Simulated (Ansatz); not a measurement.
**Molecular dynamics of C2H10InN**

- system: C2H10InN
- method: RKS r2SCAN-d3bj/def2-SVP (Ansatz 0.2.0)

The geometry comes from this level: PBE0-D4/def2-TZVP. Figures and captions count atoms from 1; the log counts them from 0 in places.

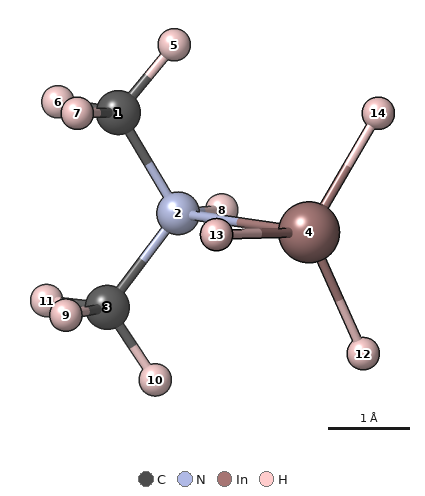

Figure 1. The starting structure (ball-and-stick view, seen at a tilt; atoms are numbered from 1 in the order of the input). Sticks mark near contacts. Bond lengths as drawn: C–H 1.09 to 1.10 Å, C–N 1.46 Å, H–In 1.74 Å, H–N 1.01 Å and In–N 2.37 Å.

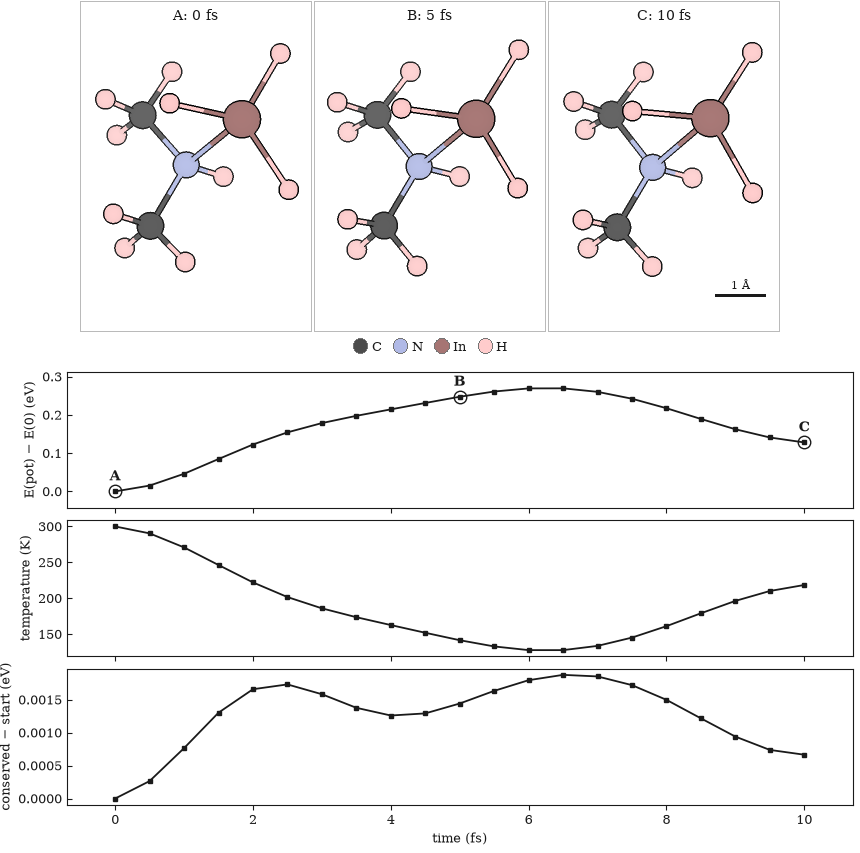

Figure 2. Frames of the molecular dynamics (ball-and-stick, seen at a tilt) above the curves, on which the letters mark them. The trajectory kept here has 21 frames over 10 fs. The temperature starts at 300 K, ranges from 128 to 300 K and averages 161 K over the second half. The potential energy ends 0.128 eV above its first value. The conserved quantity stays within 0.0019 eV. After an unweighted best fit of the last frame on the first, the root-mean-square displacement is 0.09 Å, and H13 has moved furthest (0.17 Å).

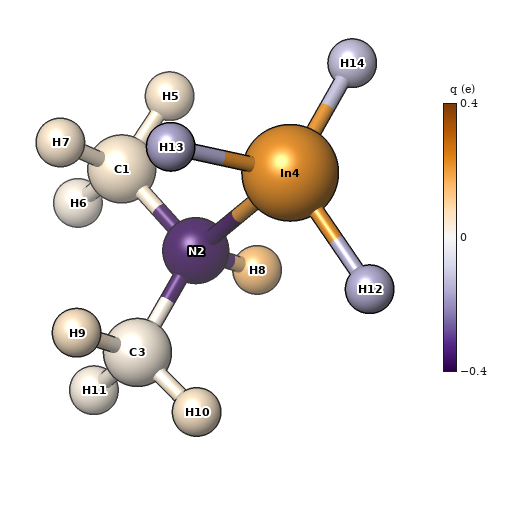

Figure 3. Mulliken charges, as the colour of each atom (ball-and-stick view, seen at a tilt; atoms are numbered from 1 in the order of the input). By element: C +0.04 to +0.06, N −0.38, In +0.22 and H −0.16 to +0.17 e.

These pictures come from the run below.

Input
```yaml
crystal:
  periodic: [false, false, false]
  atoms:
    - {symbol: C, position_ang: [-0.114285, 1.213141, -0.899652]}
    - {symbol: N, position_ang: [-0.456120, 0.195094, 0.090419]}
    - {symbol: C, position_ang: [0.038209, 0.528384, 1.423841]}
    - {symbol: In, position_ang: [0.323650, -1.940990, -0.591316]}
    - {symbol: H, position_ang: [-0.541027, 0.941683, -1.865320]}
    - {symbol: H, position_ang: [-0.475155, 2.206794, -0.608997]}
    - {symbol: H, position_ang: [0.971286, 1.252596, -1.005318]}
    - {symbol: H, position_ang: [-1.465178, 0.097552, 0.127846]}
    - {symbol: H, position_ang: [1.129333, 0.543023, 1.402616]}
    - {symbol: H, position_ang: [-0.278607, -0.236620, 2.132830]}
    - {symbol: H, position_ang: [-0.319442, 1.508126, 1.761858]}
    - {symbol: H, position_ang: [-0.309021, -2.833602, 0.759219]}
    - {symbol: H, position_ang: [2.007552, -1.508291, -0.591394]}
    - {symbol: H, position_ang: [-0.524197, -1.996093, -2.107630]}
basis:
  gaussian: {orbitals: def2-SVP}
hamiltonian: {xc: {name: r2SCAN}, dispersion: d3bj}
md: {timestep: 0.5 fs, n_steps: 20, ensemble: nvt_nose_hoover, temperature: 300, initial_velocities: maxwell_boltzmann, seed: 713}
```

Run as:
```bash
ansatz run in.yaml --threads 4 --pin off --events-out ev --progress --plain --max-ram 10444MiB
```

Output
```
Warning: the engine holds no damping parameters fitted to this dispersion correction and functional, so the run takes those fitted to r2scan beside the three-body term, which d3bj leaves out (hamiltonian.dispersion, under Limitations)
Functional definition: r2SCAN
  name "r2SCAN"
  cite "Furness, Kaplan, Ning, Perdew & Sun, J. Phys. Chem. Lett. 11, 8208 (2020) doi:10.1021/acs.jpclett.0c02405"
  cite "Furness, Kaplan, Ning, Perdew & Sun, J. Phys. Chem. Lett. 11, 9248 (2020) doi:10.1021/acs.jpclett.0c03077"
  parent r2scan
  parameter k0 = 0.174
  parameter k1 = 0.065
  parameter a1 = 4.9479
  exchange = r2scan_x(k0 = k0, k1 = k1, a1 = a1)
  correlation = r2scan_c
1384 factors; their error is unknown
mean field evaluation 1: about -8890.2395 eV, gradient 5.2e1 eV
mean field evaluation 2: about -8883.2439 eV, gradient 7.5e1 eV
mean field evaluation 4: about -8896.9978 eV, gradient 3.9e0 eV
mean field evaluation 8: about -8897.0253 eV, gradient 4.2e-2 eV
mean field evaluation 16: about -8896.9730 eV, gradient 3.3e-5 eV
mean field -8896.97297371 eV, -326.9577261989 hartree, gradient 3.3e-5 eV, S^2 0.000000; 0 other end points of the search recorded, 0 dependent functions left out
the calculation of the forces begins
reference -8896.97298958 eV, -326.9577267823 hartree; 25, 25 occupied and 93, 93 virtual orbitals, 1384 factors
md step     0: t =     0.00 fs  T =   300.0 K  F+E_penalty+E_count = -8897.05608764 eV  E_kin = 0.465336 eV  conserved = -8896.59075164 eV  (26 SCF iters)
these checks for a lower state are left out or cut short: starts, cluster_reference, orbital_swaps, neighbouring_geometries, increment
1384 factors; their error is unknown
mean field -8896.95772611 eV, -326.9571658599 hartree, gradient 1.9e-5 eV, S^2 0.000000; 0 other end points of the search recorded, 0 dependent functions left out
[... from here on the field's lines of each further geometry are left out, up to the last ...]
md step     1: t =     0.50 fs  T =   290.3 K  F+E_penalty+E_count = -8897.04084788 eV  E_kin = 0.450361 eV  conserved = -8896.59048745 eV  (29 SCF iters)
md step     2: t =     1.00 fs  T =   270.8 K  F+E_penalty+E_count = -8897.01001701 eV  E_kin = 0.420031 eV  conserved = -8896.58998658 eV  (29 SCF iters)
md step     3: t =     1.50 fs  T =   246.3 K  F+E_penalty+E_count = -8896.97144449 eV  E_kin = 0.381999 eV  conserved = -8896.58944935 eV  (30 SCF iters)
md step     4: t =     2.00 fs  T =   222.0 K  F+E_penalty+E_count = -8896.93349309 eV  E_kin = 0.344410 eV  conserved = -8896.58909284 eV  (30 SCF iters)
md step     5: t =     2.50 fs  T =   201.6 K  F+E_penalty+E_count = -8896.90176158 eV  E_kin = 0.312760 eV  conserved = -8896.58902012 eV  (29 SCF iters)
md step     6: t =     3.00 fs  T =   185.9 K  F+E_penalty+E_count = -8896.87750900 eV  E_kin = 0.288373 eV  conserved = -8896.58916886 eV  (29 SCF iters)
md step     7: t =     3.50 fs  T =   173.6 K  F+E_penalty+E_count = -8896.85854673 eV  E_kin = 0.269222 eV  conserved = -8896.58937522 eV  (29 SCF iters)
md step     8: t =     4.00 fs  T =   162.6 K  F+E_penalty+E_count = -8896.84167540 eV  E_kin = 0.252256 eV  conserved = -8896.58949156 eV  (31 SCF iters)
md step     9: t =     4.50 fs  T =   151.9 K  F+E_penalty+E_count = -8896.82495652 eV  E_kin = 0.235595 eV  conserved = -8896.58945988 eV  (30 SCF iters)
md step    10: t =     5.00 fs  T =   141.5 K  F+E_penalty+E_count = -8896.80868601 eV  E_kin = 0.219504 eV  conserved = -8896.58931047 eV  (30 SCF iters)
md step    11: t =     5.50 fs  T =   132.8 K  F+E_penalty+E_count = -8896.79501793 eV  E_kin = 0.206063 eV  conserved = -8896.58911773 eV  (30 SCF iters)
md step    12: t =     6.00 fs  T =   127.7 K  F+E_penalty+E_count = -8896.78685934 eV  E_kin = 0.198104 eV  conserved = -8896.58895565 eV  (30 SCF iters)
md step    13: t =     6.50 fs  T =   127.7 K  F+E_penalty+E_count = -8896.78671077 eV  E_kin = 0.198079 eV  conserved = -8896.58887489 eV  (30 SCF iters)
md step    14: t =     7.00 fs  T =   133.6 K  F+E_penalty+E_count = -8896.79583604 eV  E_kin = 0.207230 eV  conserved = -8896.58889924 eV  (30 SCF iters)
md step    15: t =     7.50 fs  T =   145.2 K  F+E_penalty+E_count = -8896.81384851 eV  E_kin = 0.225169 eV  conserved = -8896.58903093 eV  (29 SCF iters)
md step    16: t =     8.00 fs  T =   161.1 K  F+E_penalty+E_count = -8896.83865516 eV  E_kin = 0.249823 eV  conserved = -8896.58925441 eV  (29 SCF iters)
md step    17: t =     8.50 fs  T =   179.0 K  F+E_penalty+E_count = -8896.86671438 eV  E_kin = 0.277687 eV  conserved = -8896.58953487 eV  (28 SCF iters)
md step    18: t =     9.00 fs  T =   196.3 K  F+E_penalty+E_count = -8896.89363151 eV  E_kin = 0.304426 eV  conserved = -8896.58981247 eV  (29 SCF iters)
md step    19: t =     9.50 fs  T =   210.1 K  F+E_penalty+E_count = -8896.91511408 eV  E_kin = 0.325819 eV  conserved = -8896.59001449 eV  (29 SCF iters)
the calculation of the forces begins
reference -8896.84507252 eV, -326.9530259167 hartree; 25, 25 occupied and 93, 93 virtual orbitals, 1384 factors
1384 factors; their error is unknown
mean field evaluation 192: about -8896.8451 eV, gradient 6.3e-4 eV
mean field -8896.84505673 eV, -326.9530253365 hartree, gradient 2.7e-5 eV, S^2 0.000000; 1 other end points of the search recorded, 0 dependent functions left out
the calculation of the forces begins
reference -8896.84507251 eV, -326.9530259167 hartree; 25, 25 occupied and 93, 93 virtual orbitals, 1384 factors
md step    20: t =    10.00 fs  T =   218.5 K  F+E_penalty+E_count = -8896.92808902 eV  E_kin = 0.338846 eV  conserved = -8896.59008694 eV  (28 SCF iters)
Total energy: -8896.92810481 eV, -326.9560772975 hartree
Atom 0 at    -0.112569     1.187432    -0.911222 Å, force     0.010166    -0.393823     0.657875 eV/Å
Atom 1 at    -0.445978     0.222727     0.143046 Å, force     0.504300    -0.240203    -0.863472 eV/Å
Atom 2 at     0.027468     0.570197     1.451696 Å, force    -0.069701     0.755118     1.078602 eV/Å
Atom 3 at     0.322851    -1.946436    -0.603168 Å, force     0.208752     0.046380     0.654061 eV/Å
Atom 4 at    -0.499757     0.807131    -1.846997 Å, force    -0.149840    -0.024554    -0.606381 eV/Å
Atom 5 at    -0.467735     2.203298    -0.725560 Å, force    -0.397211     0.343376     0.182567 eV/Å
Atom 6 at     0.968248     1.241893    -0.960133 Å, force     0.625221    -0.022924    -0.227193 eV/Å
Atom 7 at    -1.430751     0.038173     0.162708 Å, force    -0.922845     0.096801     0.055344 eV/Å
Atom 8 at     1.122119     0.495735     1.530815 Å, force     0.063586     0.030463    -0.229797 eV/Å
Atom 9 at    -0.385550    -0.113138     2.201753 Å, force    -0.059507    -0.210710     0.010425 eV/Å
Atom 10 at    -0.280936     1.604608     1.765244 Å, force     0.195675    -0.374187    -0.229138 eV/Å
Atom 11 at    -0.217477    -2.812231     0.856331 Å, force     0.001926     0.098029    -0.362631 eV/Å
Atom 12 at     1.971068    -1.346890    -0.435882 Å, force    -0.085236    -0.161672    -0.229206 eV/Å
Atom 13 at    -0.526053    -2.099005    -2.117897 Å, force     0.074714     0.057906     0.108943 eV/Å
Dipole moment:    -0.338645     0.815900     0.173653 e Å
```

Trajectory as extended XYZ (Å, eV, eV/Å), 7 of the 21 frames kept, from step=0 to step=20
```
14
Properties=species:S:1:pos:R:3:forces:R:3 step=0 time_fs=0.0 energy=-8897.05609 temperature=300.0
C    -0.1143    1.2131   -0.8997   -0.0609  -0.1197   0.0701
N    -0.4561    0.1951    0.0904    0.2349  -0.0319  -0.0248
C     0.0382    0.5284    1.4238   -0.0730  -0.0649  -0.1156
In    0.3236   -1.9410   -0.5913    0.0083  -0.0410  -0.0127
H    -0.5410    0.9417   -1.8653   -0.1115  -0.0651  -0.2845
H    -0.4752    2.2068   -0.6090   -0.0993   0.2954   0.0740
H     0.9713    1.2526   -1.0053    0.3113   0.0221  -0.0421
H    -1.4652    0.0976    0.1278   -0.3543  -0.0569   0.0066
H     1.1293    0.5430    1.4026    0.3150   0.0068   0.0094
H    -0.2786   -0.2366    2.1328   -0.0786  -0.2122   0.2153
H    -0.3194    1.5081    1.7619   -0.0967   0.2848   0.1098
H    -0.3090   -2.8336    0.7592   -0.0191  -0.0277   0.0404
H     2.0076   -1.5083   -0.5914    0.0491   0.0126   0.0003
H    -0.5242   -1.9961   -2.1076   -0.0253  -0.0023  -0.0461
14
Properties=species:S:1:pos:R:3:forces:R:3 step=3 time_fs=1.5 energy=-8896.97144 temperature=246.3
C    -0.1161    1.2082   -0.9015    0.3020   0.0728  -0.1820
N    -0.4546    0.2000    0.1021    1.1931   0.0738  -0.4337
C     0.0355    0.5350    1.4208    0.0326  -0.6437   0.2483
In    0.3236   -1.9420   -0.5926   -0.0517   0.1712  -0.6186
H    -0.5536    0.9037   -1.8718    0.2258   0.1950   0.1745
H    -0.4555    2.2260   -0.6256   -0.1914  -0.0949  -0.0025
H     0.9885    1.2661   -0.9797   -0.2618  -0.1426  -0.1750
H    -1.4397    0.0838    0.1245   -1.4083  -0.1381   0.1011
H     1.1183    0.5350    1.4440    0.6348  -0.0014  -0.1856
H    -0.2873   -0.2001    2.1532   -0.1862  -0.4446   0.1844
H    -0.3052    1.4898    1.7685   -0.3991   1.1756   0.2432
H    -0.2758   -2.8059    0.7428   -0.2246  -0.2887   0.3850
H     1.9932   -1.4843   -0.5592    0.1378   0.0258  -0.0714
H    -0.5444   -2.0164   -2.1429    0.1969   0.0396   0.3322
14
Properties=species:S:1:pos:R:3:forces:R:3 step=7 time_fs=3.5 energy=-8896.85855 temperature=173.6
C    -0.1175    1.2018   -0.9044    0.5707   0.3538  -0.2233
N    -0.4499    0.2067    0.1164    0.2413  -0.0980  -0.9133
C     0.0321    0.5421    1.4177    0.2700  -0.4216   1.4041
In    0.3234   -1.9432   -0.5946   -0.0517   0.3747  -1.1451
H    -0.5621    0.8602   -1.8739    0.4837   0.4284   0.4657
H    -0.4359    2.2470   -0.6481   -0.2827  -0.5427  -0.0720
H     1.0018    1.2788   -0.9517   -0.6552  -0.3095  -0.3365
H    -1.4485    0.0616    0.1235   -0.5919   0.0142   0.1567
H     1.1232    0.5243    1.4925    0.2998  -0.0013  -0.3984
H    -0.3048   -0.1657    2.1852   -0.1619  -0.3663  -0.1641
H    -0.2989    1.5032    1.7846   -0.2896   0.9910   0.0042
H    -0.2395   -2.7793    0.7346   -0.4164  -0.5365   0.7153
H     1.9788   -1.4513   -0.5188    0.1951   0.0252  -0.1517
H    -0.5643   -2.0420   -2.1780    0.3888   0.0885   0.6584
14
Properties=species:S:1:pos:R:3:forces:R:3 step=10 time_fs=5.0 energy=-8896.80869 temperature=141.5
C    -0.1175    1.1977   -0.9071    0.5373   0.4116   0.0526
N    -0.4459    0.2116    0.1257   -1.1016  -0.3821  -1.1810
C     0.0300    0.5465    1.4181    0.3773   0.3426   2.3823
In    0.3233   -1.9440   -0.5963   -0.0393   0.3937  -1.1606
H    -0.5570    0.8377   -1.8648    0.4400   0.4227   0.2733
H    -0.4282    2.2503   -0.6666   -0.3658  -0.5973  -0.0501
H     0.9965    1.2810   -0.9389   -0.4725  -0.3508  -0.4171
H    -1.4720    0.0449    0.1266    0.6670   0.2579   0.1808
H     1.1351    0.5162    1.5194   -0.2074   0.0231  -0.5127
H    -0.3221   -0.1492    2.2059   -0.0729  -0.1769  -0.4600
H    -0.3015    1.5382    1.7972    0.0482   0.0899  -0.3740
H    -0.2222   -2.7721    0.7456   -0.4313  -0.5483   0.7076
H     1.9728   -1.4260   -0.4922    0.1767   0.0024  -0.1940
H    -0.5700   -2.0591   -2.1886    0.4443   0.1114   0.7531
14
Properties=species:S:1:pos:R:3:forces:R:3 step=13 time_fs=6.5 energy=-8896.78671 temperature=127.7
C    -0.1165    1.1943   -0.9096    0.3356   0.2829   0.4941
N    -0.4434    0.2158    0.1331   -1.6818  -0.5532  -1.2768
C     0.0286    0.5515    1.4227    0.3779   0.9523   2.8068
In    0.3231   -1.9448   -0.5983   -0.0227   0.3025  -0.8335
H    -0.5428    0.8241   -1.8502    0.2242   0.2649  -0.1928
H    -0.4283    2.2413   -0.6860   -0.4528  -0.3742   0.0287
H     0.9816    1.2757   -0.9349    0.0412  -0.3097  -0.4396
H    -1.4824    0.0336    0.1335    1.2020   0.4029   0.1768
H     1.1429    0.5087    1.5353   -0.5239   0.0529  -0.5433
H    -0.3409   -0.1367    2.2170   -0.0032  -0.0511  -0.5771
H    -0.3033    1.5755    1.8020    0.3048  -0.6423  -0.6061
H    -0.2140   -2.7765    0.7713   -0.3379  -0.4066   0.4641
H     1.9704   -1.4007   -0.4697    0.1124  -0.0393  -0.2200
H    -0.5661   -2.0739   -2.1832    0.4243   0.1181   0.7189
14
Properties=species:S:1:pos:R:3:forces:R:3 step=17 time_fs=8.5 energy=-8896.86671 temperature=179.0
C    -0.1143    1.1905   -0.9115    0.0365  -0.1112   0.8845
N    -0.4439    0.2203    0.1399   -0.8779  -0.4658  -1.1119
C     0.0277    0.5608    1.4366    0.1721   1.1489   2.1860
In    0.3230   -1.9458   -0.6010    0.0639   0.1303  -0.0468
H    -0.5174    0.8138   -1.8390   -0.0924   0.0079  -0.7226
H    -0.4438    2.2185   -0.7106   -0.5006   0.1319   0.1509
H     0.9653    1.2589   -0.9440    0.6862  -0.1612  -0.3633
H    -1.4595    0.0316    0.1484    0.4080   0.3170   0.1164
H     1.1366    0.5004    1.5389   -0.3844   0.0631  -0.4175
H    -0.3663   -0.1220    2.2135   -0.0071  -0.0905  -0.3447
H    -0.2956    1.6038    1.7886    0.3630  -0.8489  -0.5323
H    -0.2137   -2.7950    0.8197   -0.1378  -0.1082  -0.0284
H     1.9707   -1.3685   -0.4470   -0.0060  -0.1108  -0.2326
H    -0.5473   -2.0896   -2.1528    0.2764   0.0973   0.4622
14
Properties=species:S:1:pos:R:3:forces:R:3 step=20 time_fs=10.0 energy=-8896.92809 temperature=218.5
C    -0.1126    1.1874   -0.9112    0.0102  -0.3938   0.6579
N    -0.4460    0.2227    0.1430    0.5043  -0.2402  -0.8635
C     0.0275    0.5702    1.4517   -0.0697   0.7551   1.0786
In    0.3229   -1.9464   -0.6032    0.2088   0.0464   0.6541
H    -0.4998    0.8071   -1.8470   -0.1498  -0.0246  -0.6064
H    -0.4677    2.2033   -0.7256   -0.3972   0.3434   0.1826
H     0.9682    1.2419   -0.9601    0.6252  -0.0229  -0.2272
H    -1.4308    0.0382    0.1627   -0.9228   0.0968   0.0553
H     1.1221    0.4957    1.5308    0.0636   0.0305  -0.2298
H    -0.3856   -0.1131    2.2018   -0.0595  -0.2107   0.0104
H    -0.2809    1.6046    1.7652    0.1957  -0.3742  -0.2291
H    -0.2175   -2.8122    0.8563    0.0019   0.0980  -0.3626
H     1.9711   -1.3469   -0.4359   -0.0852  -0.1617  -0.2292
H    -0.5261   -2.0990   -2.1179    0.0747   0.0579   0.1089
```

Results in brief

| quantity | value |
| --- | --- |
| outcome | finished |
| mean temperature over the second half | 161 K |
| trajectory | 20 steps, 10 fs |
| ensemble | nvt_nose_hoover |
| temperature in the input | 300 K |
| time step | 0.5 fs |
| potential energy (last step) | −8896.9281 eV |
| mean-field energy (last step) | −8896.8451 eV |
| dispersion energy (last step) | −0.0830 eV |
| SCF solution under orbital rotations (last step) | stable |
| largest force (length of the vector) (last step) | 1.319 eV/Å |
| dipole moment (last step) | 4.32 D |
| hardware | 4 threads of Arm Neoverse V1, 23 GiB of memory available, shared host |
| wall time | 55 s (CPU time 3.5 min) |
| peak memory | 0.2 GiB |

The program warns: the dispersion correction has no parameters fitted for this combination and takes those fitted for r2SCAN with other terms. So short a trajectory is not equilibrated. The temperature stays far from the 300 K of the thermostat over the second half: the run isn't equilibrated.
